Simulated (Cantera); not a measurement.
Charge: 1 mol Pb, 1.5 mol O2, 4 mol H2, equilibrated at 10.0 mbar.

Method: chemical equilibrium by Gibbs-energy minimisation in Cantera with the NASA 1993 tables (ideal gas, pure condensed phases). Candidate condensed phases: H2O, Pb, PbO, PbO2, Pb3O4; 12 gas species. Rates play no part.

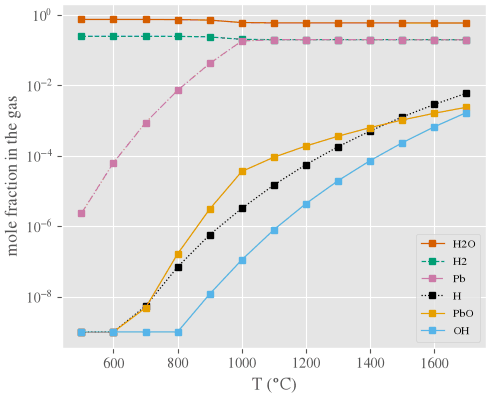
*Equilibrium gas composition (values under 1e-9 drawn at 1e-9)*

Q: Read off the mole fractions at 700 °C.

A: H2O about 0.75, H2 about 0.25, Pb about 0.00087.
